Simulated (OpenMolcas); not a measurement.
## Mn²⁺: multiconfigurational calculation

- system: Mn²⁺, among 4 point charges of −1.5 e at 2.07 Å, tetrahedron (Td), whose field is part of the energies.
- method: state-averaged SS-CASPT2, IPEA shift 0.25, imaginary shift 0.1 hartree, closed shells 3s 3p correlated, active space 5 electrons in the shell 3d, basis ANO-RCC-VDZP, DKH2 scalar Hamiltonian, spin-orbit coupling by RASSI with atomic mean-field integrals (OpenMolcas)

The input:
```
&GATEWAY
Coord
1

Mn 0.0 0.0 0.0
Basis=ANO-RCC-VDZP
Group=NoSym
NoMove
AngMom=0.0 0.0 0.0
AMFI
XField
4 Angstrom 0
1.195115 1.195115 1.195115 -1.500000
1.195115 -1.195115 -1.195115 -1.500000
-1.195115 1.195115 -1.195115 -1.500000
-1.195115 -1.195115 1.195115 -1.500000
&SEWARD
&RASSCF
FileOrb=start.orb
Symmetry=1
Spin=6
nActEl=5 0 0
Inactive=9
Ras2=5
CIRoot=1 1 1
SDav=1
CIMx=300
Iter=120 100
PrWF=0.3
OrbListing=Nothing
MaxOrb=0
>>> COPY $Project.JobIph JOB001
&RASSCF
FileOrb=start.orb
Symmetry=1
Spin=4
nActEl=5 0 0
Inactive=9
Ras2=5
CIRoot=24 24 1
SDav=24
CIMx=300
Iter=120 100
PrWF=0.3
OrbListing=Nothing
MaxOrb=0
>>> COPY $Project.JobIph JOB002
&RASSCF
FileOrb=start.orb
Symmetry=1
Spin=2
nActEl=5 0 0
Inactive=9
Ras2=5
CIRoot=75 75 1
SDav=75
CIMx=300
Iter=120 100
PrWF=0.3
OrbListing=Nothing
MaxOrb=0
>>> COPY $Project.JobIph JOB003
&RASSI
NrOfJobIphs=3 1 24 75
1
1 2 3 4 5 6 7 8 9 10 11 12 13 14 15 16 17 18 19 20 21 22 23 24
1 2 3 4 5 6 7 8 9 10 11 12 13 14 15 16 17 18 19 20 21 22 23 24 25 26 27
28 29 30 31 32 33 34 35 36 37 38 39 40 41 42 43 44 45 46 47 48 49 50 51
52 53 54 55 56 57 58 59 60 61 62 63 64 65 66 67 68 69 70 71 72 73 74 75
IphNames
JOB001
JOB002
JOB003
EJob
SpinOrbit
DIPRint=1.0
SOCoupling=1000.0
Subsets=2
Property=9
'ANGMOM' 1 'ANGMOM' 2 'ANGMOM' 3 'MLTPL  1' 1 'MLTPL  1' 2 'MLTPL  1' 3
'AMFI' 1 'AMFI' 2 'AMFI' 3
SOProperty=3
'ANGMOM' 1 'ANGMOM' 2 'ANGMOM' 3
>>> COPY JOB001 $Project.JobIph
&CASPT2
Multistate=1 1
Frozen=5
IPEA=0.25
Imaginary=0.1
MaxIter=60
WThr=0.0 0.3 0.05
PrWF=0.5
NoMix
>>> COPY JOB002 $Project.JobIph
&CASPT2
Multistate=24 1 2 3 4 5 6 7 8 9 10 11 12 13 14 15 16 17 18 19 20 21 22
23 24
NoMult
Frozen=5
IPEA=0.25
Imaginary=0.1
MaxIter=60
WThr=0.0 0.3 0.05
PrWF=0.5
NoMix
>>> COPY JOB003 $Project.JobIph
&CASPT2
Multistate=75 1 2 3 4 5 6 7 8 9 10 11 12 13 14 15 16 17 18 19 20 21 22
23 24 25 26 27 28 29 30 31 32 33 34 35 36 37 38 39 40 41 42 43 44 45 46
47 48 49 50 51 52 53 54 55 56 57 58 59 60 61 62 63 64 65 66 67 68 69 70
71 72 73 74 75
NoMult
Frozen=5
IPEA=0.25
Imaginary=0.1
MaxIter=60
WThr=0.0 0.3 0.05
PrWF=0.5
NoMix
```

The file start.orb holds starting orbitals from an earlier step. A driver script formed the levels outside the program, from RASSI's spin-orbit matrix and the CASPT2 energies (for multi-state variants, the effective Hamiltonian), averaged over the components of each term or state. The log and the time are those of the CASPT2 step.

Run as:
```bash
OMP_NUM_THREADS=1 MOLCAS_MEM=1689 MOLCAS_PROJECT=a pymolcas a.inp > a.log  # once for each step of the input, in one work folder
```

The program's output (extracts):
```
--- CASPT2 ---
Orbital specifications:
      -----------------------

      Symmetry species                           1
                                                 a
      Frozen orbitals                            5
      Inactive orbitals                          4
      Active orbitals                            5
      Secondary orbitals                        20
      Deleted orbitals                           0
      Number of basis functions                 34
Type of calculation                        SS-CASPT2
      Fock operator                              state-specific
      IPEA shift                                 0.25
      Real shift                                 0.00
      Imaginary shift                            0.10
      The input orbitals will be transformed to quasi-canonical
Reference energy:       -1159.6756908320
      E2 (Non-variational):      -0.3081083210
      Shift correction:          -0.0001495365
      E2 (Variational):          -0.3082578574
      Total energy:           -1159.9839486894
      Residual norm:              0.0000002613
      Reference weight:           0.94621
      Contributions to the CASPT2 correlation energy
      Active & Virtual Only:         -0.0682075324
      One Inactive Excited:          -0.1515150204
      Two Inactive Excited:          -0.0883857681
::    CASPT2 Root  1     Total energy:  -1159.98394869
--- CASPT2 ---
Orbital specifications:
      -----------------------

      Symmetry species                           1
                                                 a
      Frozen orbitals                            5
      Inactive orbitals                          4
      Active orbitals                            5
      Secondary orbitals                        20
      Deleted orbitals                           0
      Number of basis functions                 34
Type of calculation                        SS-CASPT2
      Fock operator                              state-specific
      IPEA shift                                 0.25
      Real shift                                 0.00
      Imaginary shift                            0.10
      The input orbitals will be transformed to quasi-canonical
Reference energy:       -1159.5329137145
      E2 (Non-variational):      -0.3220050518
      Shift correction:          -0.0001977270
      E2 (Variational):          -0.3222027788
      Total energy:           -1159.8551164933
      Residual norm:              0.0000001896
      Reference weight:           0.94188
      Contributions to the CASPT2 correlation energy
      Active & Virtual Only:         -0.0743292526
      One Inactive Excited:          -0.1590499560
      Two Inactive Excited:          -0.0886258433
Reference energy:       -1159.5329137145
      E2 (Non-variational):      -0.3217561287
      Shift correction:          -0.0002055232
      E2 (Variational):          -0.3219616519
      Total energy:           -1159.8548753664
      Residual norm:              0.0000001843
      Reference weight:           0.94192
      Contributions to the CASPT2 correlation energy
      Active & Virtual Only:         -0.0741017971
      One Inactive Excited:          -0.1590888244
      Two Inactive Excited:          -0.0885655073
::    CASPT2 Root  1     Total energy:  -1159.85511649
::    CASPT2 Root  2     Total energy:  -1159.85487537
::    CASPT2 Root  3     Total energy:  -1159.85511744
::    CASPT2 Root  4     Total energy:  -1159.85321594
::    CASPT2 Root  5     Total energy:  -1159.85396339
::    CASPT2 Root  6     Total energy:  -1159.85398917
::    CASPT2 Root  7     Total energy:  -1159.85390431
::    CASPT2 Root  8     Total energy:  -1159.85405201
::    CASPT2 Root  9     Total energy:  -1159.85399484
::    CASPT2 Root 10     Total energy:  -1159.83921250
::    CASPT2 Root 11     Total energy:  -1159.83922811
::    CASPT2 Root 12     Total energy:  -1159.83910574
::    CASPT2 Root 13     Total energy:  -1159.82819211
::    CASPT2 Root 14     Total energy:  -1159.82820385
::    CASPT2 Root 15     Total energy:  -1159.82824193
::    CASPT2 Root 16     Total energy:  -1159.82811718
::    CASPT2 Root 17     Total energy:  -1159.82817466
::    CASPT2 Root 18     Total energy:  -1159.77313772
::    CASPT2 Root 19     Total energy:  -1159.77080276
::    CASPT2 Root 20     Total energy:  -1159.77080167
::    CASPT2 Root 21     Total energy:  -1159.77084165
::    CASPT2 Root 22     Total energy:  -1159.77129556
::    CASPT2 Root 23     Total energy:  -1159.77188742
::    CASPT2 Root 24     Total energy:  -1159.77181601
--- CASPT2 ---
Orbital specifications:
      -----------------------

      Symmetry species                           1
                                                 a
      Frozen orbitals                            5
      Inactive orbitals                          4
      Active orbitals                            5
      Secondary orbitals                        20
      Deleted orbitals                           0
      Number of basis functions                 34
Type of calculation                        SS-CASPT2
      Fock operator                              state-specific
      IPEA shift                                 0.25
      Real shift                                 0.00
      Imaginary shift                            0.10
      The input orbitals will be transformed to quasi-canonical
Reference energy:       -1159.4721956090
      E2 (Non-variational):      -0.3226882290
      Shift correction:          -0.0001977606
      E2 (Variational):          -0.3228859896
      Total energy:           -1159.7950815986
      Residual norm:              0.0000005980
      Reference weight:           0.94160
      Contributions to the CASPT2 correlation energy
      Active & Virtual Only:         -0.0725906984
      One Inactive Excited:          -0.1675106827
      Two Inactive Excited:          -0.0825868478
Reference energy:       -1159.4721956090
      E2 (Non-variational):      -0.3227213782
      Shift correction:          -0.0001971359
      E2 (Variational):          -0.3229185140
      Total energy:           -1159.7951141230
      Residual norm:              0.0000006050
      Reference weight:           0.94159
      Contributions to the CASPT2 correlation energy
      Active & Virtual Only:         -0.0726199375
      One Inactive Excited:          -0.1675162931
      Two Inactive Excited:          -0.0825851475
::    CASPT2 Root  1     Total energy:  -1159.79508160
::    CASPT2 Root  2     Total energy:  -1159.79511412
::    CASPT2 Root  3     Total energy:  -1159.79519459
::    CASPT2 Root  4     Total energy:  -1159.79455169
::    CASPT2 Root  5     Total energy:  -1159.79501709
::    CASPT2 Root  6     Total energy:  -1159.79501821
::    CASPT2 Root  7     Total energy:  -1159.79478950
::    CASPT2 Root  8     Total energy:  -1159.79436463
::    CASPT2 Root  9     Total energy:  -1159.79415736
::    CASPT2 Root 10     Total energy:  -1159.79455951
::    CASPT2 Root 11     Total energy:  -1159.79371866
::    CASPT2 Root 12     Total energy:  -1159.79380678
::    CASPT2 Root 13     Total energy:  -1159.79371519
::    CASPT2 Root 14     Total energy:  -1159.78412588
::    CASPT2 Root 15     Total energy:  -1159.78410845
::    CASPT2 Root 16     Total energy:  -1159.78447481
::    CASPT2 Root 17     Total energy:  -1159.78385118
::    CASPT2 Root 18     Total energy:  -1159.78378720
::    CASPT2 Root 19     Total energy:  -1159.77833443
::    CASPT2 Root 20     Total energy:  -1159.77818773
::    CASPT2 Root 21     Total energy:  -1159.77836603
::    CASPT2 Root 22     Total energy:  -1159.77737058
::    CASPT2 Root 23     Total energy:  -1159.77364160
::    CASPT2 Root 24     Total energy:  -1159.77367370
::    CASPT2 Root 25     Total energy:  -1159.77365551
::    CASPT2 Root 26     Total energy:  -1159.75774164
::    CASPT2 Root 27     Total energy:  -1159.75789440
::    CASPT2 Root 28     Total energy:  -1159.75785313
::    CASPT2 Root 29     Total energy:  -1159.75717681
::    CASPT2 Root 30     Total energy:  -1159.75717857
```

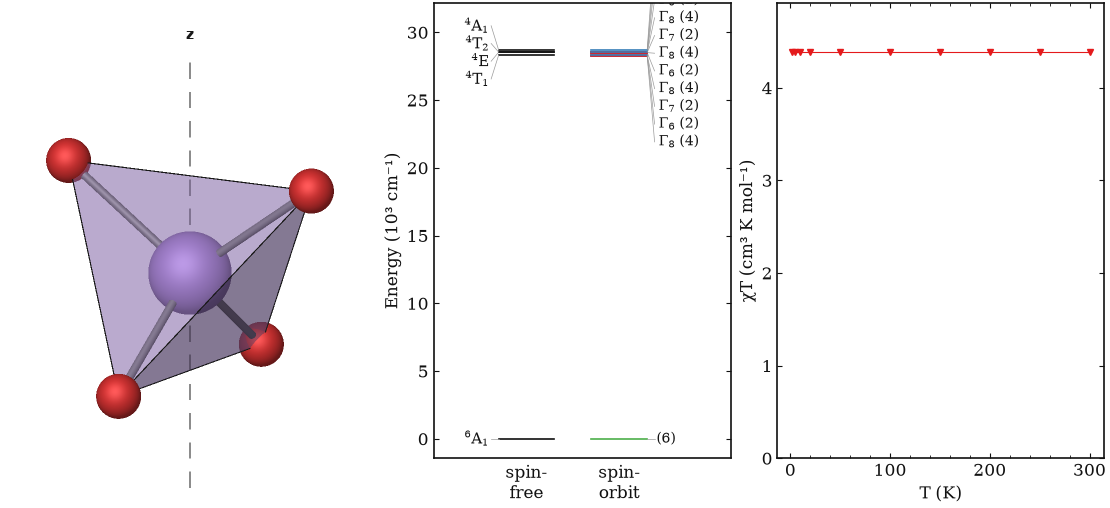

**Figure 1.** Mn²⁺ (3d⁵) among 4 point charges of −1.5 e at 2.07 Å, arranged as: tetrahedron (Td), with its levels and susceptibility. Labels give the representation in O, Td, D4 or D3 as the site allows (double group for half-integer spin) where it could be assigned and, in brackets, the degeneracy; spin-free states, where drawn, share the zero of the spin-orbit levels. Powder susceptibility by Van Vleck's formula. The ground level is 6-fold degenerate, 100 % from states of spin multiplicity 6. The next level lies at 28,300 cm⁻¹ (Γ₈). The lowest spin-free state is ⁶A₁, from the free-ion S term. χT is 4.39 cm³ K mol⁻¹ at 2 K and 4.39 at 300 K, an effective moment of 5.92 μB.

Key numbers:

| quantity | value |
| --- | --- |
| outcome | converged |
| energy of the lowest spin-free term | −1159.98395 hartree |
| energy of the lowest spin-orbit level | −1159.98403 hartree |
| CASPT2 correlation energy | −0.3083 hartree |
| largest spread among components of a term | 142.3 cm⁻¹ |
| lowest reference weight | 0.932 |
| hardware | 1 CPU thread, shared host |
| wall time | 6.5 s |

Remarks:

The components of ²T2, which symmetry makes degenerate, are split by 142 cm⁻¹ in CASPT2, and those of 9 more by over 50 cm⁻¹. This is an artefact; the levels of such states rest on averages and are uncertain by about as much. Caveats: point charges lack covalency, field too small at true ligand charges.
